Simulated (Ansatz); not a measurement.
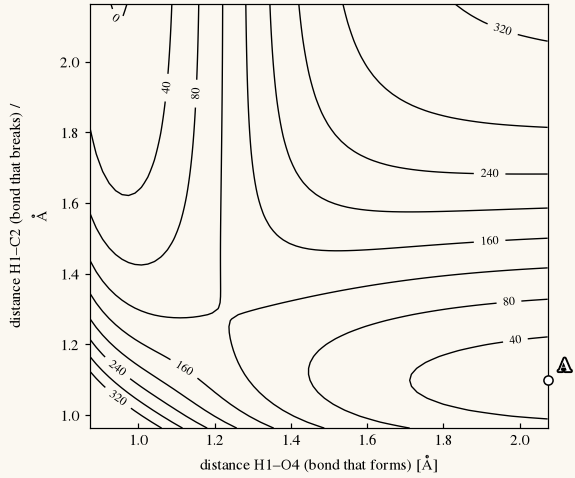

The reacting system C2H7O (fragments C₂H₆ + HO where the first distance is long, H₂O + C₂H₅ where the second is long), spin multiplicity 2. Coordinates scanned: (1) distance H1–O4 (bond that forms); (2) distance H1–C2 (bond that breaks). Relaxed at each point: all other coordinates. The grid has 13 × 13 points. Points are written as (first, second). All energies are given in kJ/mol relative to the lowest grid point. In part of the range the unrestricted reference is strongly spin-contaminated. All numbers below come from UHF/def2-SVP (Ansatz).

In the figure: contour lines labelled in kJ/mol (none above 320), the point A. Between grid points the surface is interpolated.

Q: Find the lowest path from A to the other arm of the map, and its barrier.

A: The easiest path runs from the side where the first distance is long, (2.073 Å, 1.091 Å), to the side where the second distance is long, about (0.94 Å, 2.16 Å). Its highest point, at about (1.23 Å, 1.28 Å), lies about 103 kJ/mol above the start and 122 kJ/mol above the end on the interpolated surface. An end on the edge of the scan is no minimum, so the barrier from there is a lower bound.

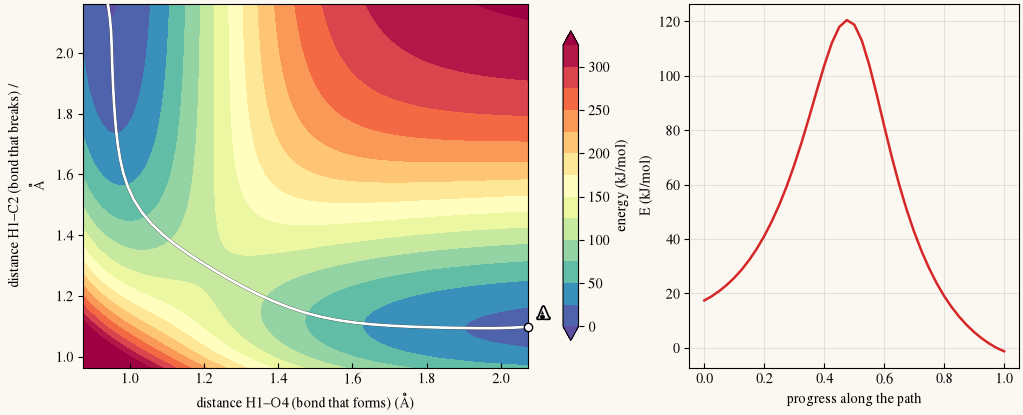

Drawn: filled contours, a line along the lowest path, one colour for all values above the top of the scale, the energy along the path at the right. Between grid points the surface is interpolated.
